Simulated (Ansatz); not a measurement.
Input

```
crystal:
  periodic: [false, false, false]
  atoms:
    - { symbol: C, position_ang: [0.6353, -1.5099, -0.8089] }
    - { symbol: C, position_ang: [0.7564, -0.1605, -0.0363] }
    - { symbol: C, position_ang: [0.7914, 1.0247, -1.0278] }
    - { symbol: Si, position_ang: [-0.4415, 0.0783, 1.3363] }
    - { symbol: "N", position_ang: [-2.0906, 0.2171, 0.7122] }
    - { symbol: F, position_ang: [-0.2257, 1.4668, 2.088] }
    - { symbol: H, position_ang: [-0.3358, -1.4824, -1.3642] }
    - { symbol: H, position_ang: [0.6461, -2.3186, -0.162] }
    - { symbol: H, position_ang: [1.3996, -1.5715, -1.5073] }
    - { symbol: H, position_ang: [1.7357, -0.2097, 0.4925] }
    - { symbol: H, position_ang: [-0.1212, 1.1351, -1.5535] }
    - { symbol: H, position_ang: [1.6526, 0.889, -1.7221] }
    - { symbol: H, position_ang: [0.9654, 1.9929, -0.5048] }
    - { symbol: H, position_ang: [-0.5345, -1.0358, 2.3259] }
    - { symbol: H, position_ang: [-2.7185, 0.3196, 1.5288] }
    - { symbol: H, position_ang: [-2.1374, 1.1423, 0.2476] }
basis:
  gaussian: { orbitals: cc-pVDZ }
hamiltonian:
  xc: pbe0
  dispersion: d4
relax:
  f_tol: 0.015
  max_steps: 40
output:
  orbitals: {}
```

Launched as:

```sh
ansatz run input.yaml --threads 2 --pin off --max-ram 3072MiB --backend cpu --events-out ev --progress --plain --runs-dir out
```

The fields are those of the run's last geometry, not of the input's.

Theory: RKS PBE0-D4/cc-pVDZ (Ansatz 0.2.0).

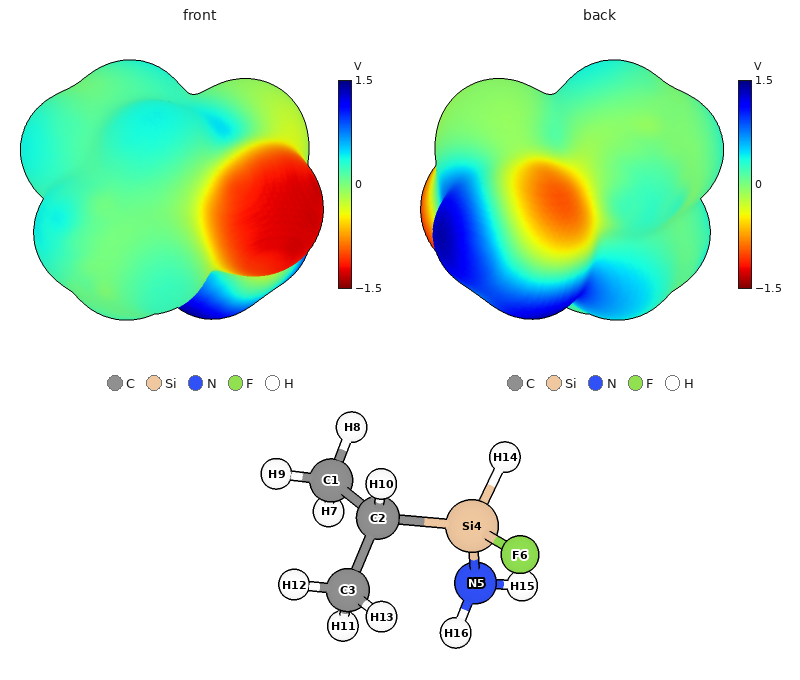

C3H10FNSi (SMILES CC(C)[SiH](N)F). The molecular electrostatic potential painted on the density surface at 0.001 e/bohr³, seen from the front and from behind; red is negative and blue positive. The bare structure is drawn below in the same view.

**Which sites attract a positive test charge, and which a negative one?**

A positive charge is drawn to the negative regions and a negative charge to the positive ones. The most negative region (about −1.3 V, or −30 kcal/mol for a unit charge) lies over F6, the most positive (about +1.4 V, or +32 kcal/mol for a unit charge) over H15 and H16.
